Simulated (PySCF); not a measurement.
System: TaC (quartet).

```yaml
atoms:
  - { symbol: Ta, position_ang: [0.0000, 0.0000, -0.1098] }
  - { symbol: C, position_ang: [0.0000, 0.0000, 1.6562] }
```

Core potentials replace the inner electrons of Ta.

Level of theory: PySCF 2.14.0, PBE0/def2-TZVPPD, non-relativistic Hamiltonian with scalar-relativistic core potentials where named, at a bond length of 1.766 Å.

### What will maps of the electron density, electron localisation function and spin density show?

C–Ta (1.77 Å): ρ at the midpoint is about 1.5 e/Å³; the ELF peaks at about 0.65 in the valence shell of C, 0.6 Å from its nucleus, and is about 0.35 at the midpoint.
The unpaired spin (3 electrons) lies mostly on Ta1 (about 2.4) and C2 (about 0.6), in electrons by Hirshfeld's partition.

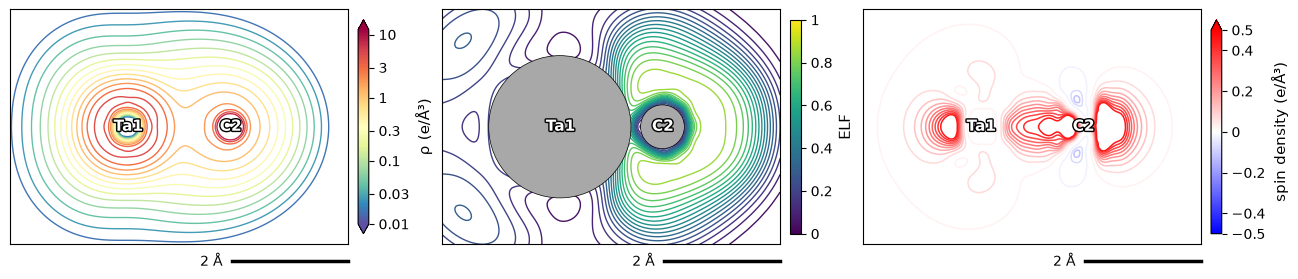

Computed electron density, electron localisation function and spin density on a plane that holds the molecular axis, in this order. Grey discs cover the atomic cores in the ELF map. 
